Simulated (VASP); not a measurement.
Band structure of HfPd$_{3}$ (space group Pm-3m). Level of theory: PBEsol GGA, VASP's PBE PAW potentials (set 64) (plane waves; VASP).

Unless said otherwise, spin-orbit coupling is left out, though it shifts the bands of the heavy elements here.

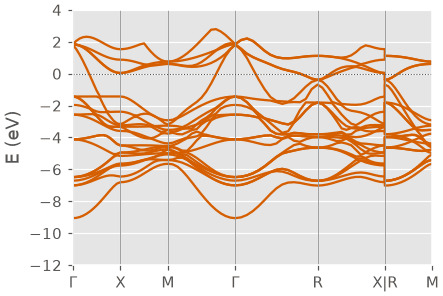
*Bands along high-symmetry lines, zero at the valence-band maximum or, without a gap, the Fermi level*

**Question.** Read the plot: is there a gap, and where are the band edges?

**Answer.** It has no gap at this level: it comes out as a metal or semimetal. (Edges off the drawn lines would not show.)

The structure comes from a computed database's HfPd3 entry (Pm-3m); how it stands against other phases isn't given here. It was relaxed first.
